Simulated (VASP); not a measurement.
Band structure of HfO$_{2}$ (fluorite). Level of theory: TPSS meta-GGA, VASP's PBE PAW potentials (set 64) (plane waves; VASP).

Unless said otherwise, spin-orbit coupling is left out, though it shifts the bands of the heavy elements here.

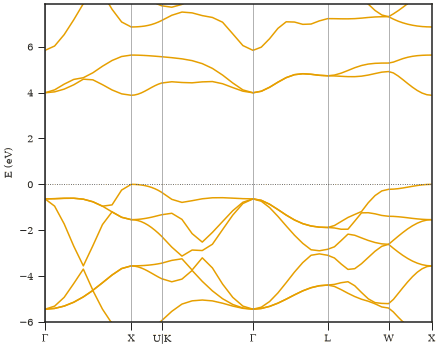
*Bands along high-symmetry lines, zero at the valence-band maximum or, without a gap, the Fermi level*

### Question
Read the plot: is there a gap, and where are the band edges?

### Answer
The gap is direct, 3.88 eV, from the valence maximum at X to the conduction minimum at X.

The compound is HfO2 in the fluorite structure, the high-temperature cubic form, which is unstable at 0 K; the monoclinic form is the stable one. It was relaxed first.
